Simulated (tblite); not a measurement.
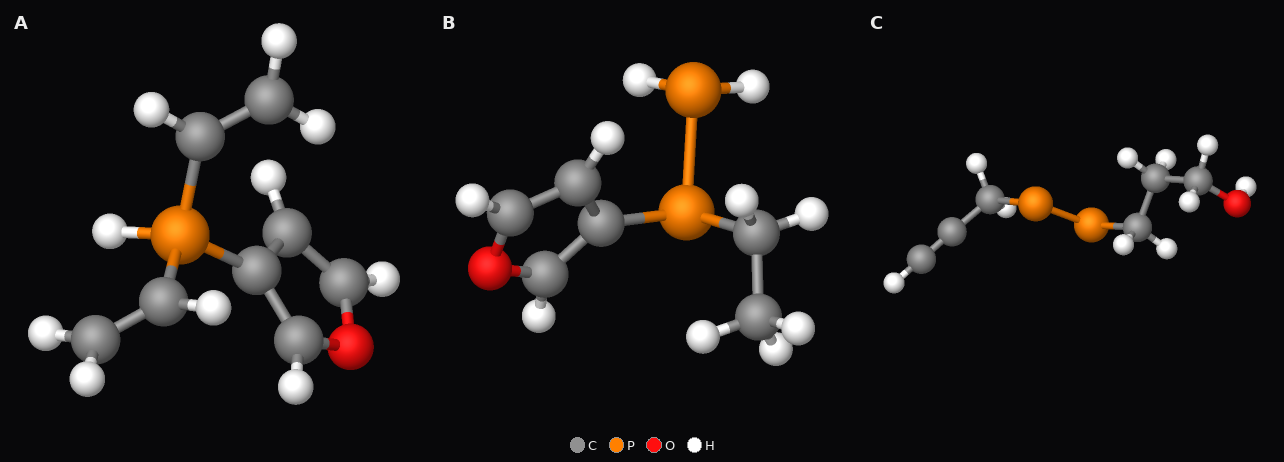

Simulated data, not a measurement (program: tblite).

```xyz
19
charge 0, multiplicity 1
C     5.2032   -0.7098   -0.1734
C     4.2689   -0.2503    0.4178
C     3.1057    0.2891    1.0775
P     1.6562    0.3014   -0.1251
P     0.3979   -0.9214    0.8986
C    -1.0695   -0.8740   -0.2560
C    -1.8652    0.4194   -0.0987
C    -3.1731    0.3664   -0.8915
O    -4.0481   -0.6376   -0.4401
H     6.0381   -1.1079   -0.6672
H     2.8630   -0.3028    1.9639
H     3.3049    1.3233    1.3770
H    -1.7136   -1.7236   -0.0132
H    -0.7407   -0.9885   -1.2907
H    -1.2700    1.2659   -0.4490
H    -2.0936    0.5851    0.9599
H    -3.6631    1.3510   -0.8522
H    -2.9683    0.1226   -1.9366
H    -4.2424   -0.4839    0.4915
```

### Which panel shows the molecule in this file?

C. The file holds C6H10OP2, `C#CC/P=P/CCCO`.
